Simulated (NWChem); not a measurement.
# H2 (hydrogen) at 6 levels

We compute a comparison of 6 runs (HF/STO-3G, PBE0/def2-SVP, PBE/aug-cc-pVTZ, SVWN5/aug-cc-pVTZ, CCSDT/aug-cc-pVTZ, CCSD(T)/6-31G) of H2 (hydrogen). 

The calculation is run with NWChem 7.3.0.

3 further runs of the same task are left out: 3 set aside as unsound or not needed.

**1. Starting point**

H2: 2 atoms, total charge 0, spin state singlet. As SMILES, `[H][H]`. Geometry: relaxed at PBE0-D4/def2-TZVP.

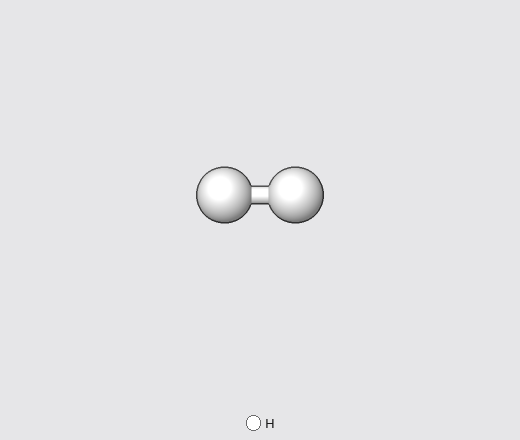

Viewed from a chosen angle; hydrogen white.

**2. Energy and forces at HF/STO-3G (run 1)**

The input, h2.nw:

```
start h2
memory total 2200 mb

geometry units angstrom noautosym nocenter noautoz
 H        0.319300      -0.099200       0.165500
 H       -0.319300       0.099200      -0.165500
end

basis spherical bse
 * library STO-3G
end

scf
 thresh 1e-08
 maxiter 80
 noprint "final vectors analysis"
end

task scf gradient
```

The run is started by

```console
nwchem h2.nw > h2.out
```

What it wrote:

```text
[...]
  functions       =     2
[...]
  wavefunction    = RHF
[...]
         Total SCF energy =     -1.116405571891
      One-electron energy =     -2.499203108459
      Two-electron energy =      0.673583244180
 Nuclear repulsion energy =      0.709214292389
        Time for solution =      0.0s
[...]
                         RHF ENERGY GRADIENTS
    atom               coordinates                        gradient
                 x          y          z           x          y          z
   1 H       0.603390  -0.187461   0.312750    0.028417  -0.008829   0.014729
   2 H      -0.603390   0.187461  -0.312750   -0.028417   0.008829  -0.014729
[...]
```

It took 0.65 s on 1 thread of Intel Xeon Platinum 8488C (Sapphire Rapids), shared host; peak memory 0.096 GiB.

**3. Energy and gradient at PBE0/def2-SVP (run 2)**

The input, h2.nw:

```
start h2
memory stack 880 mb heap 220 mb global 1100 mb

geometry units angstroms noautosym nocenter noautoz
   H      0.319300    -0.099200     0.165500
   H     -0.319300     0.099200    -0.165500
end

basis spherical bse
   * library def2-SVP
end

dft
   xc pbe0
   grid xfine
   convergence energy 1e-08
   iterations 100
   mulliken
   noprint "final vectors analysis"
end

task dft gradient
```

The run is started by

```console
nwchem h2.nw > h2.out
```

What it wrote:

```text
[...]
          Wavefunction type:  closed shell.
          No. of atoms     :     2
          No. of electrons :     2
[...]
          Charge           :     0
          Spin multiplicity:     1
[...]
          AO basis - number of functions:    10
[...]
              XC Information
              --------------
                         PBE0 Method XC Functional
                     Hartree-Fock (Exact) Exchange  0.250
          PerdewBurkeErnzerhof Exchange Functional  0.750
            Perdew 1991 LDA Correlation Functional  1.000 local
           PerdewBurkeErnz. Correlation Functional  1.000 non-local
[...]
 d= 0,ls=0.0,diis     1     -1.1619335550 -1.87D+00  9.12D-03  5.94D-03     0.1
[...]
 d= 0,ls=0.0,diis     5     -1.1636155590 -2.85D-13  1.70D-09  2.63D-16     0.4
         Total DFT energy =       -1.163615558985
      One electron energy =       -2.495960825308
           Coulomb energy =        1.315858649349
    Exchange-Corr. energy =       -0.692727675414
 Nuclear repulsion energy =        0.709214292389
[...]
      Total Density - Mulliken Population Analysis
     ---------------------------------------------
    Atom       Charge   Shell Charges
 -----------   ------   -------------------------------------------------------
    1 H    1     1.00   0.70  0.29  0.01
    2 H    1     1.00   0.70  0.29  0.01
[...]
  wavefunction    = closed shell
                         DFT ENERGY GRADIENTS
    atom               coordinates                        gradient
                 x          y          z           x          y          z
   1 H       0.603390  -0.187461   0.312750   -0.009071   0.002818  -0.004702
   2 H      -0.603390   0.187461  -0.312750    0.009071  -0.002818   0.004702
[...]
```

It took 1.1 s on 1 thread of Intel Xeon Platinum 8488C (Sapphire Rapids), shared host; peak memory 0.11 GiB.

Runs 3 to 4 aren't shown in full; the table further down has their settings and results.

**4. A single-point energy at CCSDT/aug-cc-pVTZ (run 5)**

The input, run.py:

```python
from ase import Atoms
from ase.calculators.nwchem import NWChem

atoms = Atoms(['H', 'H'], positions=[
    [0.319300, -0.099200, 0.165500],
    [-0.319300, 0.099200, -0.165500],
])

calc = NWChem(
    label='calc',
    theory='tce',
    memory='2200 mb',
    basis='aug-cc-pVTZ',
    basispar='spherical bse',
    scf={'nopen': '0', 'rhf': None, 'thresh': '1e-08', 'maxiter': '80'},
    tce={'scf': None, 'ccsdt': None, 'maxiter': '60'},
    task='energy',
)
atoms.calc = calc

print(f"energy = {atoms.get_potential_energy():.6f} eV")
```

The run is started by

```console
export ASE_NWCHEM_COMMAND="nwchem PREFIX.nwi > PREFIX.nwo"
python run.py
```

What it wrote:

```text
energy = -31.908861 eV
```

The calculator wrote calc.nwi:

```
title "calc"

permanent_dir calc

scratch_dir calc

start calc

geometry units angstrom nocenter noautosym noautoz
  H  3.1929999999999997e-01 -9.9199999999999997e-02 1.6550000000000001e-01
  H  -3.1929999999999997e-01 9.9199999999999997e-02 -1.6550000000000001e-01
end

memory 2200 mb

basis spherical bse noprint
   * library aug-cc-pVTZ
end

scf
  nopen 0
  rhf
  thresh 1e-08
  maxiter 80
end
tce
  scf
  ccsdt
  maxiter 60
end

task tce energy
```

calc.nwo:

```text
Northwest Computational Chemistry Package (NWChem) 7.3.0
             --------------------------------------------------------

           Job information
           ---------------

    nwchem branch   = 7.3.0
    use scalapack   = T
    input           = calc.nwi
    prefix          = calc.
    data base       = calc/calc.db
    status          = startup
    nproc           =        1

           Memory information
           ------------------

    heap     =     72089600 doubles =      550.0 Mbytes
    stack    =     72089597 doubles =      550.0 Mbytes
    global   =    144179200 doubles =     1100.0 Mbytes (distinct from heap & stack)
    total    =    288358397 doubles =     2200.0 Mbytes
    verify   = yes
    hardfail = no

[... 89 lines left out ...]
 Convergence threshold     :          1.000E-08
[... 11 lines left out ...]
       Final RHF  results
[... 3 lines left out ...]
      One-electron energy =     -2.498799315917
[... 1 line left out ...]
 Nuclear repulsion energy =      0.709214292389
[... 19 lines left out ...]
                       ROHF Final Molecular Orbital Analysis
[... 264 lines left out ...]
 CCSDT total energy / hartree       =        -1.172629017213584
[... 1 line left out ...]
 Singles contributions

 Doubles contributions

 Task  times  cpu:        5.6s     wall:        5.6s
 Total times  cpu:        5.7s     wall:        5.7s
```

It took 6.9 s on 1 thread of Intel Xeon Platinum 8488C (Sapphire Rapids), shared host; peak memory 0.22 GiB.

**5. A single-point energy at CCSD(T)/6-31G (run 6)**

The input, run.nw:

```
start run
title "H2"
memory 2200 mb
charge 0

geometry units angstroms noautosym nocenter noautoz
H      0.319300    -0.099200     0.165500
H     -0.319300     0.099200    -0.165500
end

basis "ao basis" spherical bse
* library 6-31G
end

scf
thresh 1e-08
maxiter 80
print medium
end

ccsd
maxiter 60
end

task ccsd(t) energy
```

The run is started by

```console
nwchem run.nw > run.out
```

What it wrote:

```text
[...]
  functions       =     4
[...]
  wavefunction    = RHF
[...]
         Total SCF energy =     -1.126641831498
      One-electron energy =     -2.483795556590
      Two-electron energy =      0.647939432704
 Nuclear repulsion energy =      0.709214292389
        Time for solution =      0.0s
[...]
 Total MP2 energy:             -1.144089759697399
[...]
             energy      energy      error      ampl     ampl      Block
                                                time     time      time
[...]
 Total CCSD energy:             -1.151697766871516
[...]
 Total CCSD+T(CCSD) energy:             -1.151697766871516
[...]
 Total CCSD(T) energy:                  -1.151697766871516
[...]
```

Wall time 0.64 s (1 thread of Intel Xeon Platinum 8488C (Sapphire Rapids), shared host); peak memory 0.097 GiB.

**6. Overview of the runs**

| run | level | iteration cap | module | energy (Eh) | dipole moment (D) | largest force (eV/Å) | wall time |
| --- | --- | --- | --- | --- | --- | --- | --- |
| 1 | HF/STO-3G | 80 | scf | -1.116406 | 0.00 | 1.707 | 0.65 s |
| 2 | PBE0/def2-SVP | 100 | dft | -1.163616 | 0.00 | 0.545 | 1.1 s |
| 3 | PBE/aug-cc-pVTZ | 100 | dft | -1.166149 | 0.00 | 0.166 | 2.5 s |
| 4 | SVWN5/aug-cc-pVTZ | 100 | dft | -1.137035 | 0.00 | 0.685 | 1.4 s |
| 5 | CCSDT/aug-cc-pVTZ | 80 | tce | -1.172629 | – | – | 6.9 s |
| 6 | CCSD(T)/6-31G | 80 | ccsd(t) | -1.151698 | – | – | 0.64 s |

**7. Summary of results**

| quantity | value |
| --- | --- |
| run 6: total energy | -1.15170 Eh |
| run 6: HOMO energy (Hartree–Fock orbitals) | -16.16 eV |
| run 6: LUMO energy (Hartree–Fock orbitals) | 6.44 eV |
| run 6: HOMO–LUMO gap (Hartree–Fock orbitals) | 22.61 eV |
| run 6: correlation energy | -25.1 mEh |
| run 6: (T) correction | 0.00 mEh |

What this shows: Totals of different functionals can't be ranked against each other. In run 1 the basis is minimal, so the values are rough. All runs together took 13 s, the longest 6.9 s.
